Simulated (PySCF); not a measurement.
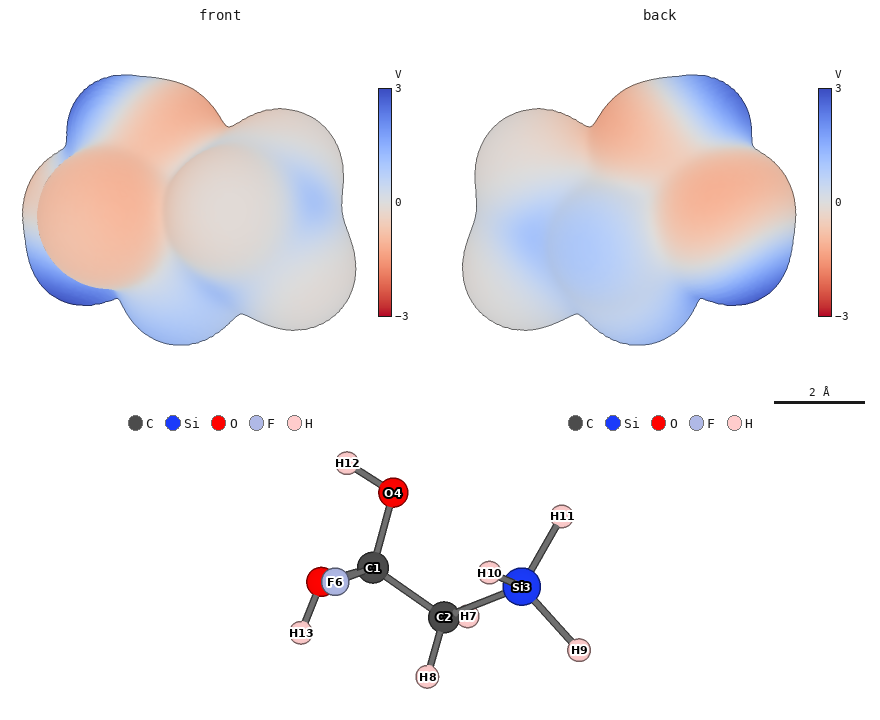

Figure. C₂H₇FO₂Si (SMILES OC(O)(F)C[SiH3]). The molecular electrostatic potential painted on the density surface at 0.002 e/bohr³, seen from the front and from behind; red is negative and blue positive. The bare structure is drawn below in the same view.

Geometry: PBE0-D3(BJ)/def2-SVP.

Computed with PySCF, PBE0/pcSseg-1, SCF density, gas phase, non-relativistic.

```
atom    x (Å)    y (Å)    z (Å)
   C   1.0001   0.2468  -0.0433
   C  -0.2170  -0.5235  -0.5113
  Si  -1.8294  -0.0482   0.3661
   O   1.0499   0.2432   1.3140
   O   2.2029  -0.2266  -0.5193
   F   0.8714   1.5529  -0.4995
   H  -0.0302  -1.5963  -0.3509
   H  -0.3375  -0.3640  -1.5944
   H  -2.9636  -0.6447  -0.4065
   H  -2.0012   1.4327   0.4025
   H  -1.8668  -0.5955   1.7526
   H   1.9072   0.6066   1.5736
   H   2.2237  -0.1016  -1.4749
```

Question: Describe the electrostatic potential map.

Answer: The most negative region (about −1.1 V) lies over O4 and O5, the most positive (about +2.7 V) over H13.
